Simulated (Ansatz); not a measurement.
# AlHCl (quartet): wB97M-V, B2PLYP over vertical spin and charge gaps, def2-QZVPP

Aim: run AlHCl (quartet) with these functionals over vertical spin and charge gaps, and hold them against the top wave-function level at the same points.

Program: Ansatz 0.2.0, Gaussian basis. Level of theory: def2-QZVPP, all electrons in the functionals, frozen cores in the correlation of double hybrids and RPA. These are calculated values, not measurements.

To be run: wB97M-V, B2PLYP, at charge 0, quartet; charge 0, doublet; charge 0, sextet; charge 1, triplet; charge 1, quintet.

## 1. What is computed

The geometry is a PBE0/def2-TZVP stationary point (not a proven minimum).

3 atoms, charge 0, spin multiplicity 4.

Atoms are counted from 1 here; the program's logs count them from 0.

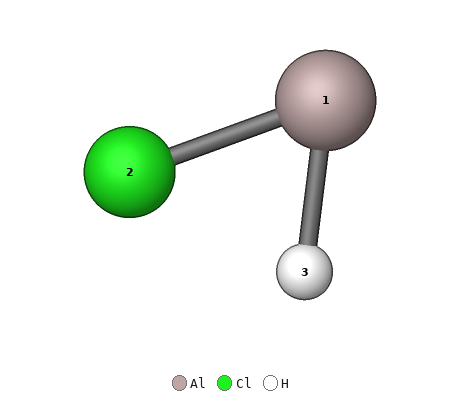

The geometry (aluminium light grey, chlorine green, hydrogen white); atoms are numbered from 1 in the order of the file.

No dispersion term is added; wB97M-V holds VV10 nonlocal correlation.

The geometry shown and the zero of energy belong to the point charge 0, quartet. The yardstick, UCCSD(T), and other wave-function levels (R restricted, U unrestricted, valence and pair active spaces) come from earlier runs.

## 2. wB97M-V, charge 0, quartet

File in.yaml:

```yaml
crystal:
  periodic: [false, false, false]
  atoms:
    - {symbol: Al, position_ang: [0.000000, -0.050236, 1.239922]}
    - {symbol: Cl, position_ang: [0.000000, -0.006816, -0.956330]}
    - {symbol: H, position_ang: [0.000000, 1.584516, 0.446218]}
basis:
  gaussian: {orbitals: "def2-QZVPP.json"}
magnetization: {spin_polarized: true, initial_magnetization: 3}
hamiltonian: {xc: {name: wB97M-V}}
output: {orbitals: {seedname: orbitals}}
```

On the command line:

```console
$ ansatz run in.yaml --threads 1 --pin off --events-out ev --progress --plain --max-ram 2393MiB
```

The program printed (excerpt; [...] marks lines left out):

```text
Functional definition: wB97M-V
  name "wB97M-V"
  cite "Mardirossian & Head-Gordon, J. Chem. Phys. 144, 214110 (2016) doi:10.1063/1.4952647"
  cite "Becke, J. Chem. Phys. 107, 8554 (1997) doi:10.1063/1.475007"
  cite "Vydrov & Van Voorhis, J. Chem. Phys. 133, 244103 (2010) doi:10.1063/1.3521275"
  # Of w^i u^j: cxij and so on, Table III.
[...]
  gx(w, u) = 1 - cx + cx01*u + cx10*w
  gss(w, u) = css00 + css04*u^4 + css10*w + css20*w^2 + css43*w^4*u^3
  gos(w, u) = cos00 + cos10*w + (cos20 + cos21*u)*w^2 + (cos60 + cos61*u)*w^6
[...]
      + integral(e_c_pw_mod_opposite_spin*gos(b97_w_opposite, b97_u_opposite)) + vv10(b, c)
774 factors; their error is unknown
156 factors; integrals over basis functions are off by at most 1.1e-4 eV
[...]
mean field -19131.42743225 eV, -703.0669903881 hartree, gradient 4.9e-5 eV, S^2 3.754351; 1 other end points of the search recorded, 0 dependent functions left out
reference -19131.42747559 eV, -703.0669919807 hartree; 17, 14 occupied and 153, 156 virtual orbitals, 774 factors
Total energy: -19131.42747559 eV, -703.0669919807 hartree
```

It took 27 s on 1 thread of Arm Neoverse V1, shared host; peak memory 0.45 GiB.

From the report: ⟨S²⟩ of the determinant 3.754 (pure quartet: 3.75).

## 3. wB97M-V, charge 0, doublet

Edit in.yaml of step 2 so:

```diff
@@ -8,3 +8,3 @@
   gaussian: {orbitals: "def2-QZVPP.json"}
-magnetization: {spin_polarized: true, initial_magnetization: 3}
+magnetization: {spin_polarized: true, initial_magnetization: 1}
 hamiltonian: {xc: {name: wB97M-V}}
```

Launched as before.

The program printed (excerpt; [...] marks lines left out):

```text
Functional definition: wB97M-V
  name "wB97M-V"
  cite "Mardirossian & Head-Gordon, J. Chem. Phys. 144, 214110 (2016) doi:10.1063/1.4952647"
  cite "Becke, J. Chem. Phys. 107, 8554 (1997) doi:10.1063/1.475007"
  cite "Vydrov & Van Voorhis, J. Chem. Phys. 133, 244103 (2010) doi:10.1063/1.3521275"
  # Of w^i u^j: cxij and so on, Table III.
[...]
  gx(w, u) = 1 - cx + cx01*u + cx10*w
  gss(w, u) = css00 + css04*u^4 + css10*w + css20*w^2 + css43*w^4*u^3
  gos(w, u) = cos00 + cos10*w + (cos20 + cos21*u)*w^2 + (cos60 + cos61*u)*w^6
[...]
      + integral(e_c_pw_mod_opposite_spin*gos(b97_w_opposite, b97_u_opposite)) + vv10(b, c)
774 factors; their error is unknown
156 factors; integrals over basis functions are off by at most 1.1e-4 eV
[...]
mean field -19134.87875671 eV, -703.1938242223 hartree, gradient 8.5e-5 eV, S^2 0.762674; 0 other end points of the search recorded, 0 dependent functions left out
reference -19134.87879876 eV, -703.1938257679 hartree; 16, 15 occupied and 154, 155 virtual orbitals, 774 factors
Total energy: -19134.87879876 eV, -703.1938257679 hartree
```

Run time: 20 s. Hardware: 1 thread of Arm Neoverse V1, shared host; peak memory 0.45 GiB.

From the report: ⟨S²⟩ of the determinant 0.763 (pure doublet: 0.75).

From charge 0, quartet: -79.6 kcal/mol.

## 4. wB97M-V, charge 0, sextet

Edit in.yaml of step 3 so:

```diff
@@ -8,3 +8,3 @@
   gaussian: {orbitals: "def2-QZVPP.json"}
-magnetization: {spin_polarized: true, initial_magnetization: 1}
+magnetization: {spin_polarized: true, initial_magnetization: 5}
 hamiltonian: {xc: {name: wB97M-V}}
```

The command is unchanged.

The program printed (excerpt; [...] marks lines left out):

```text
Functional definition: wB97M-V
  name "wB97M-V"
  cite "Mardirossian & Head-Gordon, J. Chem. Phys. 144, 214110 (2016) doi:10.1063/1.4952647"
  cite "Becke, J. Chem. Phys. 107, 8554 (1997) doi:10.1063/1.475007"
  cite "Vydrov & Van Voorhis, J. Chem. Phys. 133, 244103 (2010) doi:10.1063/1.3521275"
  # Of w^i u^j: cxij and so on, Table III.
[...]
  gx(w, u) = 1 - cx + cx01*u + cx10*w
  gss(w, u) = css00 + css04*u^4 + css10*w + css20*w^2 + css43*w^4*u^3
  gos(w, u) = cos00 + cos10*w + (cos20 + cos21*u)*w^2 + (cos60 + cos61*u)*w^6
[...]
      + integral(e_c_pw_mod_opposite_spin*gos(b97_w_opposite, b97_u_opposite)) + vv10(b, c)
774 factors; their error is unknown
156 factors; integrals over basis functions are off by at most 1.1e-4 eV
[...]
mean field -19124.05742865 eV, -702.7961477511 hartree, gradient 4.7e-6 eV, S^2 8.753355; 3 other end points of the search recorded, 0 dependent functions left out
reference -19124.05746743 eV, -702.7961491762 hartree; 18, 13 occupied and 152, 157 virtual orbitals, 774 factors
Total energy: -19124.05746743 eV, -702.7961491762 hartree
```

Wall time 56 s (1 thread of Arm Neoverse V1, shared host); peak memory 0.58 GiB.

From the report: ⟨S²⟩ of the determinant 8.753 (pure sextet: 8.75).

From charge 0, quartet: +170.0 kcal/mol.

## 5. wB97M-V, charge 1, triplet

Edit in.yaml of step 4 so:

```diff
@@ -8,3 +8,4 @@
   gaussian: {orbitals: "def2-QZVPP.json"}
-magnetization: {spin_polarized: true, initial_magnetization: 5}
+total_charge: 1
+magnetization: {spin_polarized: true, initial_magnetization: 2}
 hamiltonian: {xc: {name: wB97M-V}}
```

Same command.

The program printed (excerpt; [...] marks lines left out):

```text
Functional definition: wB97M-V
  name "wB97M-V"
  cite "Mardirossian & Head-Gordon, J. Chem. Phys. 144, 214110 (2016) doi:10.1063/1.4952647"
  cite "Becke, J. Chem. Phys. 107, 8554 (1997) doi:10.1063/1.475007"
  cite "Vydrov & Van Voorhis, J. Chem. Phys. 133, 244103 (2010) doi:10.1063/1.3521275"
  # Of w^i u^j: cxij and so on, Table III.
[...]
  gx(w, u) = 1 - cx + cx01*u + cx10*w
  gss(w, u) = css00 + css04*u^4 + css10*w + css20*w^2 + css43*w^4*u^3
  gos(w, u) = cos00 + cos10*w + (cos20 + cos21*u)*w^2 + (cos60 + cos61*u)*w^6
[...]
      + integral(e_c_pw_mod_opposite_spin*gos(b97_w_opposite, b97_u_opposite)) + vv10(b, c)
774 factors; their error is unknown
156 factors; integrals over basis functions are off by at most 1.1e-4 eV
[...]
mean field -19125.40334676 eV, -702.8456093295 hartree, gradient 3.4e-5 eV, S^2 2.006789; 0 other end points of the search recorded, 0 dependent functions left out
reference -19125.40338949 eV, -702.8456108996 hartree; 16, 14 occupied and 154, 156 virtual orbitals, 774 factors
Total energy: -19125.40338949 eV, -702.8456108996 hartree
```

Run time: 23 s. Hardware: 1 thread of Arm Neoverse V1, shared host; peak memory 0.45 GiB.

From the report: ⟨S²⟩ of the determinant 2.007 (pure triplet: 2.00).

From charge 0, quartet: +138.9 kcal/mol.

## 6. wB97M-V, charge 1, quintet

Edit in.yaml of step 5 so:

```diff
@@ -9,3 +9,3 @@
 total_charge: 1
-magnetization: {spin_polarized: true, initial_magnetization: 2}
+magnetization: {spin_polarized: true, initial_magnetization: 4}
 hamiltonian: {xc: {name: wB97M-V}}
```

Same command.

The program printed (excerpt; [...] marks lines left out):

```text
Functional definition: wB97M-V
  name "wB97M-V"
  cite "Mardirossian & Head-Gordon, J. Chem. Phys. 144, 214110 (2016) doi:10.1063/1.4952647"
  cite "Becke, J. Chem. Phys. 107, 8554 (1997) doi:10.1063/1.475007"
  cite "Vydrov & Van Voorhis, J. Chem. Phys. 133, 244103 (2010) doi:10.1063/1.3521275"
  # Of w^i u^j: cxij and so on, Table III.
[...]
  gx(w, u) = 1 - cx + cx01*u + cx10*w
  gss(w, u) = css00 + css04*u^4 + css10*w + css20*w^2 + css43*w^4*u^3
  gos(w, u) = cos00 + cos10*w + (cos20 + cos21*u)*w^2 + (cos60 + cos61*u)*w^6
[...]
      + integral(e_c_pw_mod_opposite_spin*gos(b97_w_opposite, b97_u_opposite)) + vv10(b, c)
774 factors; their error is unknown
156 factors; integrals over basis functions are off by at most 1.1e-4 eV
[...]
mean field -19119.40644522 eV, -702.6252272629 hartree, gradient 1.5e-5 eV, S^2 6.003757; 2 other end points of the search recorded, 0 dependent functions left out
reference -19119.40649431 eV, -702.6252290667 hartree; 17, 13 occupied and 153, 157 virtual orbitals, 774 factors
Total energy: -19119.40649431 eV, -702.6252290667 hartree
```

Wall time 53 s (1 thread of Arm Neoverse V1, shared host); peak memory 0.58 GiB.

From the report: ⟨S²⟩ of the determinant 6.004 (pure quintet: 6.00).

From charge 0, quartet: +277.2 kcal/mol.

## 7. B2PLYP, charge 0, quartet

File in.yaml:

```yaml
crystal:
  periodic: [false, false, false]
  atoms:
    - {symbol: Al, position_ang: [0.000000, -0.050236, 1.239922]}
    - {symbol: Cl, position_ang: [0.000000, -0.006816, -0.956330]}
    - {symbol: H, position_ang: [0.000000, 1.584516, 0.446218]}
basis:
  gaussian: {orbitals: "def2-QZVPP.json"}
magnetization: {spin_polarized: true, initial_magnetization: 3}
hamiltonian: {xc: {name: B2PLYP}}
correlation: {electrons: outside_noble_gas}
```

Launched as before.

The program printed (excerpt; [...] marks lines left out):

```text
Functional definition: B2PLYP
  name "B2PLYP"
  cite "Grimme, J. Chem. Phys. 124, 034108 (2006) doi:10.1063/1.2148954"
  cite "Becke, Phys. Rev. A 38, 3098 (1988) doi:10.1103/PhysRevA.38.3098"
  cite "Lee, Yang & Parr, Phys. Rev. B 37, 785 (1988) doi:10.1103/PhysRevB.37.785"
[...]
991 factors; integrals over basis functions are off by at most 9.0e-4 eV
[...]
mean field -19124.01994844 eV, -702.7947703788 hartree, gradient 4.4e-6 eV, S^2 3.759291; 2 other end points of the search recorded, 0 dependent functions left out
10 core orbitals not correlated: weight in the atoms' cores, before any rotation towards them, 1.000 or more for the frozen orbitals, at most 0.000 for the correlated occupied ones
reference -19124.02008216 eV, -702.7947752929 hartree; 7, 4 occupied and 153, 156 virtual orbitals, 991 factors
second order -8.49966896 eV of doubles, -0.00000000 eV of singles
Total energy: -19126.31499278 eV, -702.8791117026 hartree
```

Wall time 13 s (1 thread of Arm Neoverse V1, shared host); peak memory 0.36 GiB.

From the report: ⟨S²⟩ of the determinant 3.759 (pure quartet: 3.75).

## 8. B2PLYP, charge 0, doublet

Edit in.yaml of step 7 so:

```diff
@@ -8,3 +8,3 @@
   gaussian: {orbitals: "def2-QZVPP.json"}
-magnetization: {spin_polarized: true, initial_magnetization: 3}
+magnetization: {spin_polarized: true, initial_magnetization: 1}
 hamiltonian: {xc: {name: B2PLYP}}
```

The command is unchanged.

The program printed (excerpt; [...] marks lines left out):

```text
Functional definition: B2PLYP
  name "B2PLYP"
  cite "Grimme, J. Chem. Phys. 124, 034108 (2006) doi:10.1063/1.2148954"
  cite "Becke, Phys. Rev. A 38, 3098 (1988) doi:10.1103/PhysRevA.38.3098"
  cite "Lee, Yang & Parr, Phys. Rev. B 37, 785 (1988) doi:10.1103/PhysRevB.37.785"
[...]
991 factors; integrals over basis functions are off by at most 9.0e-4 eV
[...]
mean field -19126.97052178 eV, -702.9032019491 hartree, gradient 4.6e-6 eV, S^2 0.792260; 0 other end points of the search recorded, 0 dependent functions left out
10 core orbitals not correlated: weight in the atoms' cores, before any rotation towards them, 1.000 or more for the frozen orbitals, at most 0.000 for the correlated occupied ones
reference -19126.97064811 eV, -702.9032065915 hartree; 6, 5 occupied and 154, 155 virtual orbitals, 991 factors
second order -9.39011278 eV of doubles, -0.00000000 eV of singles
Total energy: -19129.50597856 eV, -702.9963782670 hartree
```

Wall time 12 s (1 thread of Arm Neoverse V1, shared host); peak memory 0.35 GiB.

From the report: ⟨S²⟩ of the determinant 0.792 (pure doublet: 0.75).

From charge 0, quartet: -73.6 kcal/mol.

## 9. B2PLYP, charge 0, sextet

Edit in.yaml of step 8 so:

```diff
@@ -8,3 +8,3 @@
   gaussian: {orbitals: "def2-QZVPP.json"}
-magnetization: {spin_polarized: true, initial_magnetization: 1}
+magnetization: {spin_polarized: true, initial_magnetization: 5}
 hamiltonian: {xc: {name: B2PLYP}}
```

Same command.

The program printed (excerpt; [...] marks lines left out):

```text
Functional definition: B2PLYP
  name "B2PLYP"
  cite "Grimme, J. Chem. Phys. 124, 034108 (2006) doi:10.1063/1.2148954"
  cite "Becke, Phys. Rev. A 38, 3098 (1988) doi:10.1103/PhysRevA.38.3098"
  cite "Lee, Yang & Parr, Phys. Rev. B 37, 785 (1988) doi:10.1103/PhysRevB.37.785"
[...]
991 factors; integrals over basis functions are off by at most 9.0e-4 eV
[...]
mean field -19117.09476889 eV, -702.5402747246 hartree, gradient 3.6e-6 eV, S^2 8.758109; 2 other end points of the search recorded, 0 dependent functions left out
10 core orbitals not correlated: weight in the atoms' cores, before any rotation towards them, 1.000 or more for the frozen orbitals, at most 0.000 for the correlated occupied ones
reference -19117.09489864 eV, -702.5402794926 hartree; 8, 3 occupied and 152, 157 virtual orbitals, 991 factors
second order -7.16423403 eV of doubles, -0.00000000 eV of singles
Total energy: -19119.02924183 eV, -702.6113652936 hartree
```

Run time: 21 s. Hardware: 1 thread of Arm Neoverse V1, shared host; peak memory 0.38 GiB.

From the report: ⟨S²⟩ of the determinant 8.758 (pure sextet: 8.75).

From charge 0, quartet: +168.0 kcal/mol.

## 10. B2PLYP, charge 1, triplet

Edit in.yaml of step 9 so:

```diff
@@ -8,3 +8,4 @@
   gaussian: {orbitals: "def2-QZVPP.json"}
-magnetization: {spin_polarized: true, initial_magnetization: 5}
+total_charge: 1
+magnetization: {spin_polarized: true, initial_magnetization: 2}
 hamiltonian: {xc: {name: B2PLYP}}
```

The command is unchanged.

The program printed (excerpt; [...] marks lines left out):

```text
Functional definition: B2PLYP
  name "B2PLYP"
  cite "Grimme, J. Chem. Phys. 124, 034108 (2006) doi:10.1063/1.2148954"
  cite "Becke, Phys. Rev. A 38, 3098 (1988) doi:10.1103/PhysRevA.38.3098"
  cite "Lee, Yang & Parr, Phys. Rev. B 37, 785 (1988) doi:10.1103/PhysRevB.37.785"
[...]
991 factors; integrals over basis functions are off by at most 9.0e-4 eV
[...]
mean field -19117.92572132 eV, -702.5708116630 hartree, gradient 2.1e-6 eV, S^2 2.014023; 0 other end points of the search recorded, 0 dependent functions left out
10 core orbitals not correlated: weight in the atoms' cores, before any rotation towards them, 1.000 or more for the frozen orbitals, at most 0.000 for the correlated occupied ones
reference -19117.92585383 eV, -702.5708165327 hartree; 6, 4 occupied and 154, 156 virtual orbitals, 991 factors
second order -8.25982446 eV of doubles, -0.00000000 eV of singles
Total energy: -19120.15600643 eV, -702.6527731293 hartree
```

Wall time 11 s (1 thread of Arm Neoverse V1, shared host); peak memory 0.35 GiB.

From the report: ⟨S²⟩ of the determinant 2.014 (pure triplet: 2.00).

From charge 0, quartet: +142.0 kcal/mol.

## 11. B2PLYP, charge 1, quintet

Edit in.yaml of step 10 so:

```diff
@@ -9,3 +9,3 @@
 total_charge: 1
-magnetization: {spin_polarized: true, initial_magnetization: 2}
+magnetization: {spin_polarized: true, initial_magnetization: 4}
 hamiltonian: {xc: {name: B2PLYP}}
```

Same command.

The program printed (excerpt; [...] marks lines left out):

```text
Functional definition: B2PLYP
  name "B2PLYP"
  cite "Grimme, J. Chem. Phys. 124, 034108 (2006) doi:10.1063/1.2148954"
  cite "Becke, Phys. Rev. A 38, 3098 (1988) doi:10.1103/PhysRevA.38.3098"
  cite "Lee, Yang & Parr, Phys. Rev. B 37, 785 (1988) doi:10.1103/PhysRevB.37.785"
[...]
991 factors; integrals over basis functions are off by at most 9.0e-4 eV
[...]
mean field -19112.53205890 eV, -702.3725982250 hartree, gradient 4.3e-6 eV, S^2 6.008802; 4 other end points of the search recorded, 0 dependent functions left out
10 core orbitals not correlated: weight in the atoms' cores, before any rotation towards them, 1.000 or more for the frozen orbitals, at most 0.000 for the correlated occupied ones
reference -19112.53219974 eV, -702.3726034009 hartree; 7, 3 occupied and 153, 157 virtual orbitals, 991 factors
second order -6.73993638 eV of doubles, -0.00000000 eV of singles
Total energy: -19114.35198256 eV, -702.4394791861 hartree
```

It took 15 s on 1 thread of Arm Neoverse V1, shared host; peak memory 0.36 GiB.

From the report: ⟨S²⟩ of the determinant 6.009 (pure quintet: 6.00).

From charge 0, quartet: +275.9 kcal/mol.

## 12. The comparison

No level is safe as a reference over these points; UCCSD(T) serves as a yardstick only. It comes from earlier runs at the same points. Energies in kcal/mol, counted from charge 0, quartet; blanks weren't run or aren't comparable.

```csv
level,quartet to doublet,quartet to sextet,ionisation to the triplet cation,ionisation to the quintet cation
UCCSD(T),-71.3,163.5,145.8,275.9
wB97M-V,-79.6,170.0,138.9,277.2
B2PLYP,-73.6,168.0,142.0,275.9
```

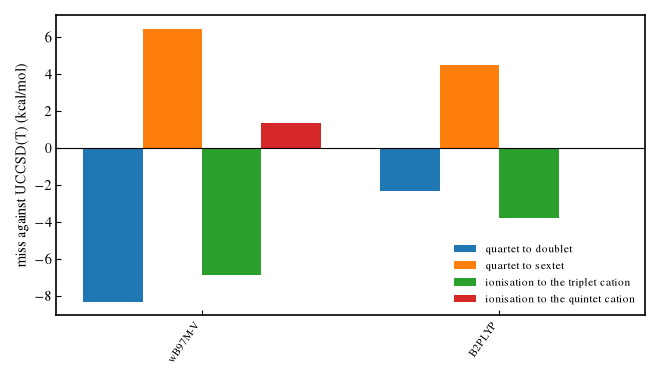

Misses of the gaps against UCCSD(T).

Largest miss and mean time a point (UCCSD(T) took 42 s a point; shared hosts):

```csv
level,largest miss (kcal/mol),where,time a point
wB97M-V,-8.3,quartet to doublet,36 s
B2PLYP,+4.5,quartet to sextet,14 s
```

## 13. Outcome

| quantity | value |
| --- | --- |
| quartet to doublet, UCCSD(T) | -71.3 kcal/mol |
| quartet to sextet, UCCSD(T) | 163.5 kcal/mol |
| ionisation to the triplet cation, UCCSD(T) | 145.8 kcal/mol |
| ionisation to the quintet cation, UCCSD(T) | 275.9 kcal/mol |
| largest miss, wB97M-V | -8.3 kcal/mol (quartet to doublet) |
| largest miss, B2PLYP | +4.5 kcal/mol (quartet to sextet) |

What this shows: Of the functionals, B2PLYP keep the smallest largest miss at the points compared (at most 4.5 kcal/mol) and wB97M-V strays most (8.3 kcal/mol, at quartet to doublet). Functionals and the yardstick converge differently with the basis, so part of each miss in def2-QZVPP is the basis. The yardstick itself may be off where one determinant is a poor start.
